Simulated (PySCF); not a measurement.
## A study: C$_{5}$H$_{5}$P, SMILES `c1ccpcc1`

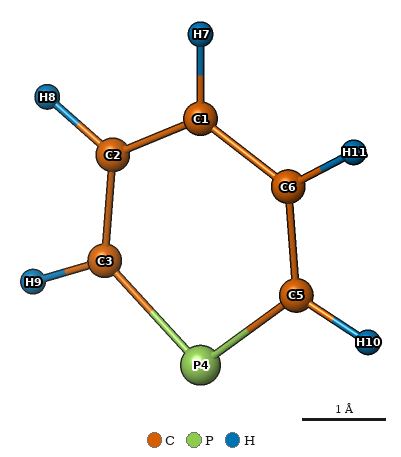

The molecule, with its atoms numbered as below. No frequency check shows the geometry to be a minimum.

Coordinates in Å:

```
C1      -1.6776   -0.0000    0.0000
C2      -1.0107   -1.2152    0.0000
C3       0.3636   -1.3275    0.0000
P4       1.4797    0.0000    0.0000
C5       0.3635    1.3275    0.0000
C6      -1.0108    1.2151    0.0000
H7      -2.7583   -0.0001    0.0000
H8      -1.6009   -2.1234    0.0000
H9       0.7983   -2.3199    0.0000
H10      0.7981    2.3200    0.0000
H11     -1.6011    2.1233    0.0000
```

### 1. Bonding charge

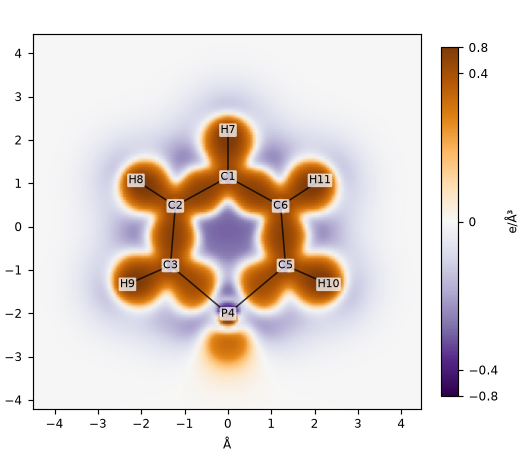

Deformation density (molecule less spherical, spin-averaged free atoms) in the molecular plane; colour scale in e/Å³, logarithmic beyond ±0.1; orange: gain, purple: loss.

Computed with PySCF, M06-2X/def2-SVPD, geometry: GFN2-xTB.

> How much density has each bond in this plane gained at its critical point, relative to the free atoms?

C1–H7: +0.73 e/Å³ at the bond critical point (bond length 1.08 Å). C2–H8 and C6–H11: +0.73 e/Å³ at the bond critical point (bond length 1.08 Å). C3–H9 and C5–H10: +0.72 e/Å³ at the bond critical point (bond length 1.08 Å). C1–C6 and C1–C2: +0.63 e/Å³ at the bond critical point (bond length 1.39 Å). C2–C3 and C5–C6: +0.62 e/Å³ at the bond critical point (bond length 1.38 Å). C3–P4 and P4–C5: +0.15 e/Å³ at the bond critical point (bond length 1.73 Å). In all, 2.7 electrons gather in the regions of gain relative to the promolecule.

### 2. Bond critical points

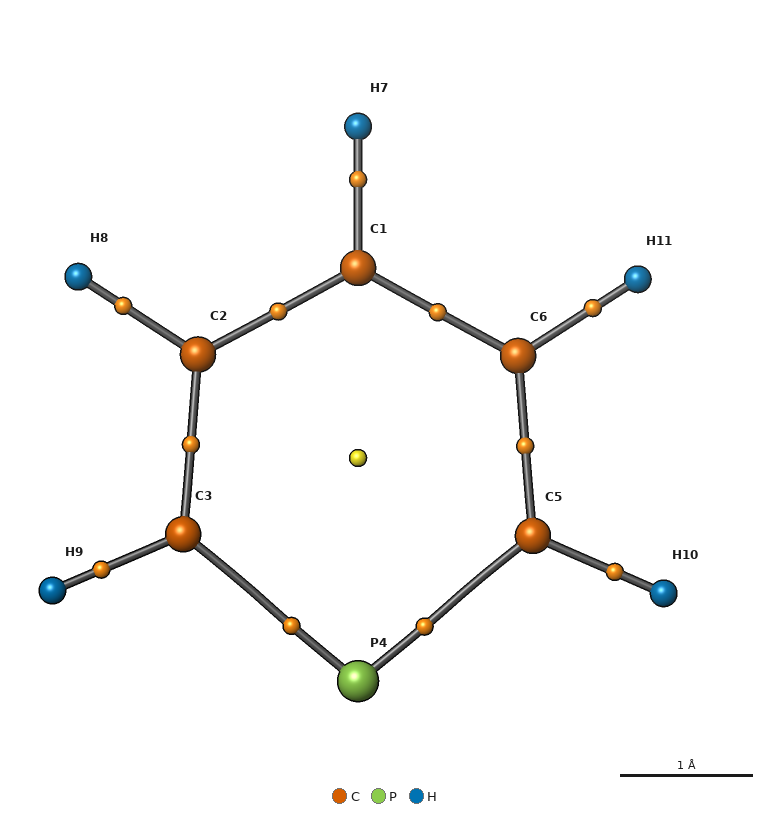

Molecular graph of the electron density (QTAIM): bond paths, bond critical points (orange), ring points (yellow, if any); weak paths are dashed.

> How many critical points of each kind are there, and does the count close?

11 nuclei, 11 bond, 1 ring and 0 cage critical points: 11 − 11 + 1 − 0 = 1, as the Poincaré–Hopf relation requires.

> Tabulate density, Laplacian, ellipticity and energy density at the bond critical points (atomic units).

```
           bond  length (Å)  ρ (a.u.)  ∇²ρ (a.u.)     ε  H (a.u.)
C2–C3 (2 alike)       1.379     0.312       −0.79  0.18    −0.302
C1–C6 (2 alike)       1.386     0.311       −0.80  0.19    −0.298
          C1–H7       1.081     0.284       −1.07  0.01    −0.308
C2–H8 (2 alike)       1.083     0.283       −1.06  0.01    −0.306
C3–H9 (2 alike)       1.083     0.280       −1.04  0.00    −0.303
C3–P4 (2 alike)       1.734     0.167       +0.42  0.18    −0.135
```

> What kind of interaction is C1–H7?

Shared-shell (covalent): ρ = 0.284, ∇²ρ = −1.07, H = −0.308 a.u.

### 3. Electrostatic potential

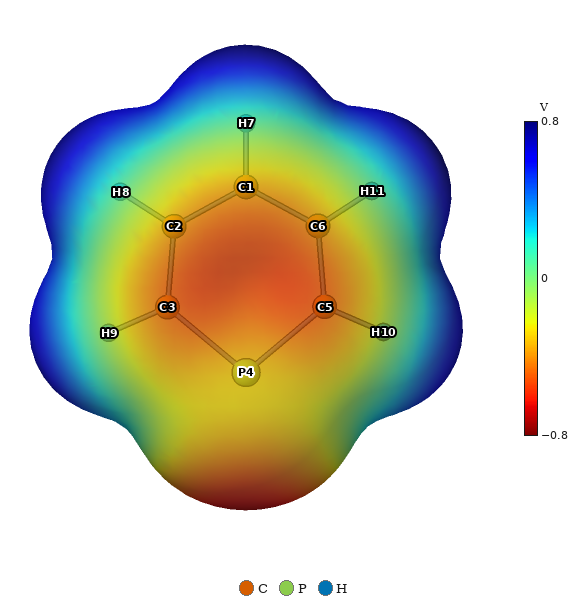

Electrostatic potential on the surface of electron density 0.001 a.u.

> Where are the extremes of the potential on the surface?

Highest: 0.79 V, 1.3 Å from H7. Lowest: −0.73 V, 2.3 Å from P4. Further minima include −0.55 V, off the C5–C6 bond (2.2 Å from its atoms), and at like points elsewhere. The surface is sampled at points, so like sites can differ by a few per cent and only the strongest of them is named.

> What volume does the surface enclose, and what is the dipole moment?

About 131 Å³; the dipole moment is 1.5 D.

### 4. Removing or adding an electron

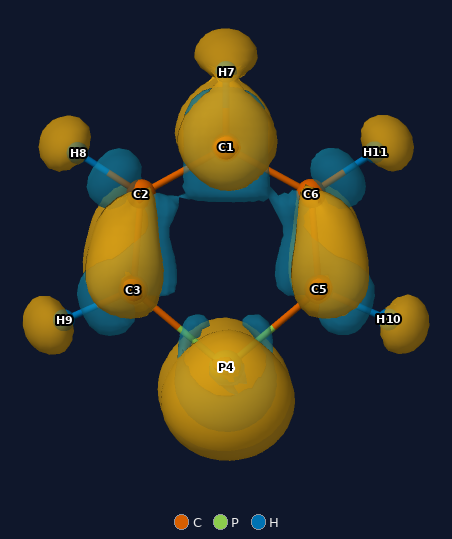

Fukui function f⁺ = ρ(N+1) − ρ(N) at fixed geometry, surfaces at ±0.02 e/Å³ (yellow positive, teal negative).

Level of theory: B3LYP/def2-SVP (PySCF), at a geometry from GFN2-xTB.

> Which atoms respond most to the addition of an electron?

f⁺ (Hirshfeld-condensed) is largest on P4 (0.33); the vertical electron affinity is −0.67 eV (the stability of the anion's solution wasn't checked; negative, but this basis has no diffuse functions, so it doesn't show that the anion is unbound). Condensed values hint at sites of nucleophilic attack but needn't mark the atom that reacts. Orbital relaxation makes it negative in places (0.18 e in all).

The PySCF runs shown took 21 s and 2.2 min on 1 thread of Intel(R) Xeon(R) 6975P-C (Granite Rapids) (shared host).
